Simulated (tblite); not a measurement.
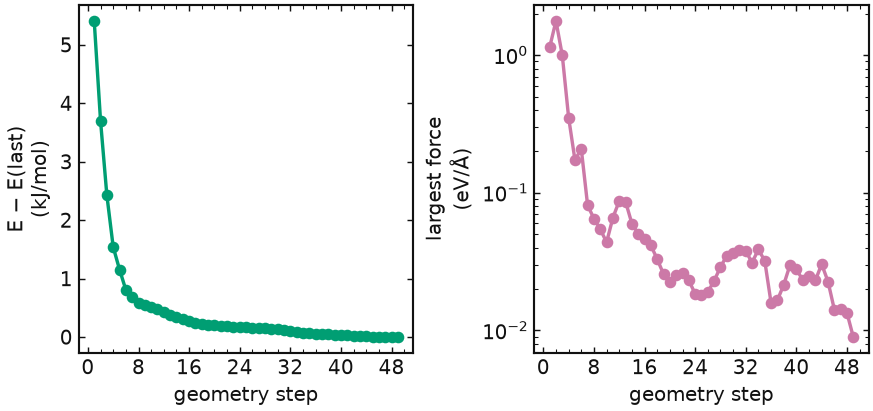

History of a geometry optimisation.

System: C$_{6}$H$_{5}$Cl$_{3}$ (SMILES C=C(C)C#CC(Cl)(Cl)Cl).
Method: GFN2-xTB geometry optimisation, gas phase in tblite 0.8.0.

**How did it end, and what did it gain?**

The optimisation met its thresholds at geometry 49, counting the start as the first. The energy fell by about 5.4 kJ/mol from the first step to the last. The largest force goes from about 1.1 eV/Å at the start to 9 × 10⁻³ eV/Å at the end, with a peak of 1.8 eV/Å at step 2.
